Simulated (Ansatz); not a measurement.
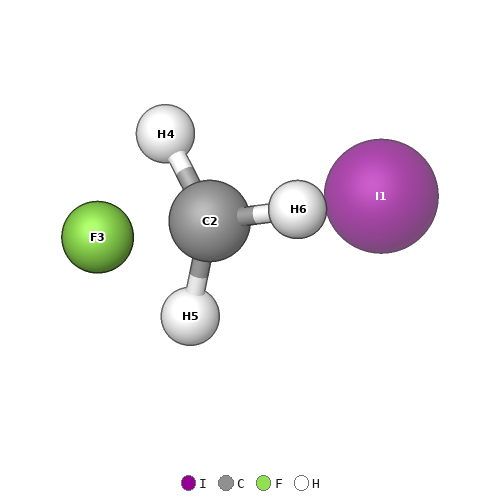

The system is the reacting system CH3FI (fragments CH₃I + F where the first distance is long, I + CH₃F where the second is long), charge −1; the picture shows the reference structure. Coordinates scanned: (1) distance C2–F3 (bond that forms); (2) distance I1–C2 (bond that breaks). Relaxed at each point: all other coordinates. The scan uses a 9 × 9 grid. Points are written as (first, second). All energies are given in kJ/mol relative to the lowest grid point. The reference is spin-restricted, so regions where a bond is pulled apart into radicals lie too high. These are results of Ansatz, RKS PBE0-D4/def2-SVPD, not measurements.

Its coordinates:

```yaml
atoms:
  - { symbol: I, position_ang: [-1.6714, 0.8005, 1.6191] }
  - { symbol: C, position_ang: [0.1476, -0.0708, -0.1430] }
  - { symbol: F, position_ang: [1.3364, -0.6399, -1.2946] }
  - { symbol: H, position_ang: [-0.5302, -0.9094, -0.2377] }
  - { symbol: H, position_ang: [-0.0925, 0.8517, -0.6560] }
  - { symbol: H, position_ang: [0.8100, -0.0322, 0.7123] }
```

Range: distance C2–F3 (bond that forms) from 1.224 to 2.424 Å; distance I1–C2 (bond that breaks) from 1.935 to 3.435 Å.

### What landscape does the calculation give?

The lowest grid point is at (1.436 Å, 3.435 Å). It lies in a valley that leaves the map towards separated partners. The highest grid point, (1.224 Å, 1.935 Å), lies 796 kJ/mol above the lowest.

```
second ↓, first →  1.224  1.313  1.436  1.576  1.729  1.891  2.062  2.240  2.424
            3.435     66     13      0     26     72    124    173    216    253
            3.204     77     23      7     29     71    117    161    200    233
            2.982    101     44     24     41     75    114    151    184    213
            2.769    144     83     57     64     89    117    145    170    192
            2.566    218    150    112    106    115    129    144    158    173
            2.375    329    250    196    170    158    152    150    153    159
            2.200    478    384    307    256    218    189    169    159    157
            2.046    649    539    439    361    297    246    209    187    178
            1.935    796    676    560    462    379    311    262    232    218
```

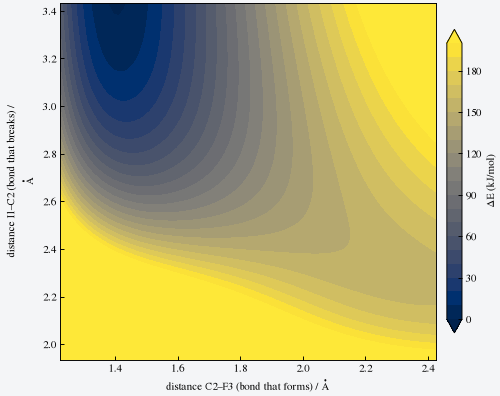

Drawn: filled contours, one colour for all values above the top of the scale. Between grid points the surface is interpolated.

Each point was launched as `ansatz run input.yaml --threads 1 --pin off --max-ram 2560MiB --backend cpu --events-out ev --progress --plain --runs-dir out`. Time for the 81 points that were run: 16 min on 1 thread of Arm Neoverse V1 (shared host).
